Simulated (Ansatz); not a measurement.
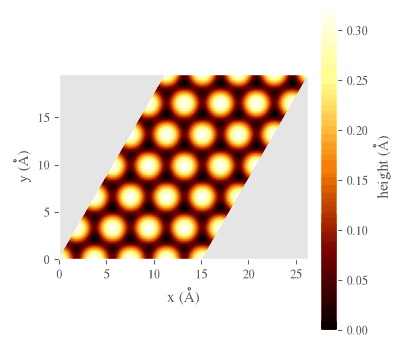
Figure: Simulated constant-current image at -1.2 V from a Fermi level inside the gap (filled states down to 1.0 eV under the valence edge)

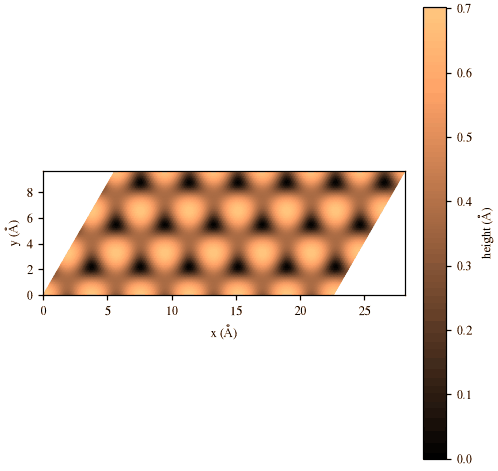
Fig. 1. Simulated constant-current image at +0.7 V from a Fermi level inside the gap (empty states up to 0.4 eV over the conduction edge)

These are PBE, Tersoff-Hamann images (plane waves, PAW; Ansatz, an electronic-structure program) values and carry that method's errors.

Mesh 18×18×1, no spin-orbit coupling, no spin polarisation; biases count from the run's Fermi level. The set point is the mean density 3.5 Å over the top atom.

The sample is: single layer of ZrSe2 (symmetry P-3m1 as a slab, 3 atoms a cell). Atoms are numbered in the order of this list of the upper atoms (x, y, depth in Å): Se1 (0.0, 0.0, 0.0); Zr2 (3.8, 2.2, 1.6).

### Question
Which sites are bright, and how large is the corrugation?

### Answer
At -1.2 V the maximum lies over Se1 and the sites alike, corrugation about 0.33 Å. At +0.7 V the maximum lies over Se1 and the sites alike, corrugation about 0.70 Å.
